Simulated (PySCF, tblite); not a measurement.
**C₆H₉NSi: geometry, infrared bands and NMR shifts**

Aim: predict the infrared bands and NMR shifts of C₆H₉NSi (`C=C/C=C(\C)[SiH2]C#N`).

Computed with tblite 0.8.0 and PySCF 2.14.0, with density-fitted response routines of our own, on a single molecule in the gas phase. Atoms are numbered from 0 throughout.

### Step 1. The molecule as given

17 atoms, charge 0, multiplicity 1; geometry from: force field or distance geometry start.

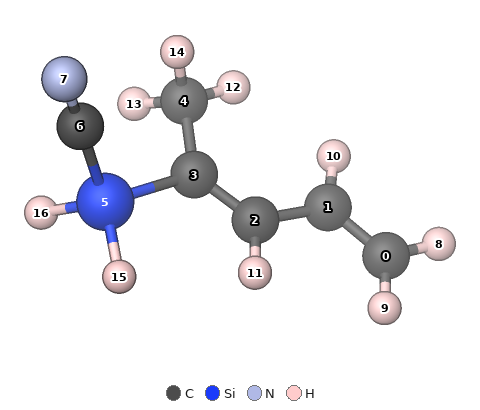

The starting geometry (carbon dark grey, silicon blue, nitrogen light blue, hydrogen pink), atoms numbered; sticks join atoms by distance.

### Step 2. Geometry optimisation with GFN2-xTB

Job settings and geometry (Å):

```
{"job": {"kind": "relax", "xc": "GFN2-xTB", "basis": "xTB"}, "charge": 0, "multiplicity": 1}
C     -2.627900     0.430700    -1.706300
C     -1.843600     0.551500    -0.646200
C     -0.603600    -0.209900    -0.489800
C      0.239100    -0.149900     0.543300
C      0.093200     0.677400     1.805900
Si     1.810200    -1.228600     0.544500
C      3.374900    -0.177000     0.647300
N      4.342400     0.472700     0.727800
H     -3.542900     1.016500    -1.774200
H     -2.416300    -0.234900    -2.526900
H     -2.133600     1.236500     0.146500
H     -0.392800    -0.867500    -1.334000
H     -0.849700     1.237900     1.845400
H      0.120500     0.048900     2.693000
H      0.900500     1.423100     1.871400
H      1.803100    -2.058100    -0.676600
H      1.719800    -2.157500     1.705600
```

Started as:

```console
$ OMP_NUM_THREADS=1 python probes_run.py task.json out
```

This one command runs all jobs of the session in turn.

**Question.** This job is followed by: GFN2-xTB harmonic vibrations, gas phase; GIAO PBE0/pcSseg-1 NMR shielding, non-relativistic, gas phase. What will the session give for the following? strongest single infrared mode (GFN2-xTB); zero-point energy (GFN2-xTB); 13C shifts against TMS (PBE0/pcSseg-1); 1H shifts against TMS (PBE0/pcSseg-1, means over atoms taken as alike); 29Si shifts against TMS (PBE0/pcSseg-1); 15N shifts against NH3 (PBE0/pcSseg-1); surface potential, least and greatest.

As calculated:

| quantity | value |
| --- | --- |
| strongest single infrared mode (GFN2-xTB) | 2234 cm⁻¹, 306 km/mol |
| zero-point energy (GFN2-xTB) | 78.9 kcal/mol |
| 13C shifts against TMS (PBE0/pcSseg-1) | 151.7, 138.5, 136.8, 130.7, 123.6, 18.7 ppm |
| 1H shifts against TMS (PBE0/pcSseg-1, means over atoms taken as alike) | 7.15, 6.64, 5.78, 5.73, 4.60, 2.25 ppm |
| 29Si shifts against TMS (PBE0/pcSseg-1) | -65.3 ppm |
| 15N shifts against NH3 (PBE0/pcSseg-1) | 364.6 ppm |
| surface potential, least and greatest | -1.76 V and 1.37 V |

In words: Over 57 steps the energy fell by 0.145 eV; of the close pairs, Si5–H16 changed most, 1.490 to 1.467 Å. All 45 modes are real, so the xTB geometry is a minimum. The strongest single mode, at 2234 cm⁻¹, moves mainly H16. GFN2-xTB is a fitted tight-binding method: band positions and strengths are rough. Its intensities can rank the bands wrongly. At PBE0/pcSseg-1: The largest span, 597 ppm, is at N7, where the paramagnetic term is -435 ppm. At PBE0/pcSseg-1, counted by nearest atom on the grid, the HOMO lies on C0, C3 about 26 % each; C1, C2 about 14 % each, the LUMO on C0, C3 about 21 % each; C2 16 %.
